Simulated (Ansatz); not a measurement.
# C₂H₆SeSi: a ladder of functionals and wavefunction methods

How much do the methods differ for C₂H₆SeSi? The plan is to run it at one geometry with functionals of several rungs and with coupled cluster, and see how far each lands from CCSD(T) at the basis-set limit for the atomisation energy.

Computed with Ansatz 0.2.0, Gaussian basis. Level: functionals in def2-TZVPP, the program's frozen cores in correlated methods.

The runs, in order: PBE-D4, r2SCAN-D4, PBE0-D4, B3LYP-D4, ωB97X-V, ωB97M-V, B2PLYP; CCSD(T)/def2-TZVPP; MP2/def2-QZVPP; extrapolation to the limit.

**1. The geometry**

The geometry comes from an earlier relaxation with PBE0-D4 in a triple-zeta def2 set; it is a stationary point, not always the lowest conformer.

SMILES `[SiH3]CC=[Se]`, 10 atoms, charge 0, spin multiplicity 1.

Atoms are counted from 1 here; the program's logs count them from 0.

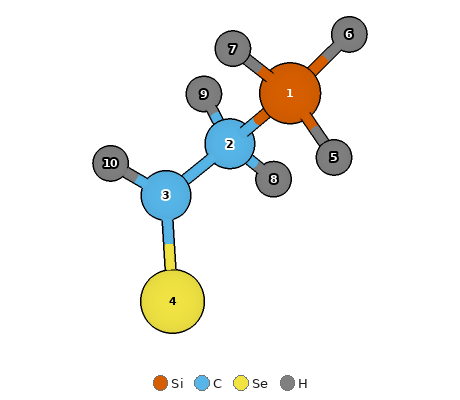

The geometry (silicon orange, carbon blue, selenium yellow, hydrogen grey); atoms are numbered from 1 in the order of the file.

**2. PBE-D4 (GGA)**

The input, in.yaml:

```yaml
crystal:
  periodic: [false, false, false]
  atoms:
    - {symbol: Si, position_ang: [-0.746195, 1.076371, -0.159751]}
    - {symbol: C, position_ang: [0.013220, -0.474021, 0.644619]}
    - {symbol: C, position_ang: [1.074323, -0.983609, -0.227163]}
    - {symbol: Se, position_ang: [0.915576, -2.257480, -1.429759]}
    - {symbol: H, position_ang: [-1.417392, 0.684945, -1.421773]}
    - {symbol: H, position_ang: [-1.726366, 1.671600, 0.785880]}
    - {symbol: H, position_ang: [0.327508, 2.062685, -0.443014]}
    - {symbol: H, position_ang: [-0.795840, -1.196144, 0.774251]}
    - {symbol: H, position_ang: [0.402515, -0.159459, 1.619140]}
    - {symbol: H, position_ang: [2.035651, -0.476087, -0.139428]}
basis:
  gaussian: {orbitals: def2-TZVPP}
hamiltonian: {xc: pbe, dispersion: d4}
output: {forces: true, orbitals: {seedname: orbitals}}
```

On the command line:

```bash
$ ansatz run in.yaml --threads 4 --pin off --events-out ev --progress --plain --max-ram 10444MiB
```

Further steps of the session: r2SCAN-D4 (meta-GGA); PBE0-D4 (hybrid); B3LYP-D4 (hybrid); ωB97X-V (range-separated); ωB97M-V (range-separated); B2PLYP (double hybrid); CCSD(T) in def2-TZVPP; MP2 in def2-QZVPP.

**Question.** What will the summary of the whole plan be? Wanted: atomisation energy, CCSD(T)/CBS; farthest; mean size of error, hybrid; mean size of error, range-separated; gap, smallest and largest; T1 diagnostic; triples share of the correlation energy.

As calculated:

```
                               quantity                                           value
        atomisation energy, CCSD(T)/CBS                                       35.536 eV
    functionals within 0.355 eV (1.0 %)  r2SCAN-D4, PBE0-D4, B3LYP-D4, ωB97X-V, ωB97M-V
                               farthest                              B2PLYP (-0.484 eV)
             mean size of error, hybrid                                        0.080 eV
    mean size of error, range-separated                                        0.094 eV
              gap, smallest and largest             1.83 eV (PBE-D4), 8.21 eV (ωB97X-V)
                          T1 diagnostic                                          0.0157
triples share of the correlation energy                                           4.2 %
```

PBE-D4 misses by +0.431 eV. Double hybrids carry the basis error of their MP2 part in triple zeta, and no dispersion term here, so their miss is partly the set-up's. The reference freezes the cores and leaves out relativity and excitations past (T), and its outer-core shells are covered unevenly, so misses under about 0.355 eV can't be ranked. All levels share the lack of spin-orbit coupling, which lowers the free heavy atoms and so the true binding. Hartree-Fock recovers 73 % of the binding; the rest is correlation. The gap grows from 1.8 to 8.2 eV across the functionals, mostly with the share of exact exchange. The restricted reference is unstable towards a spin-broken one. Correlated methods include outer-core shells of Se, which these sets cover unevenly.
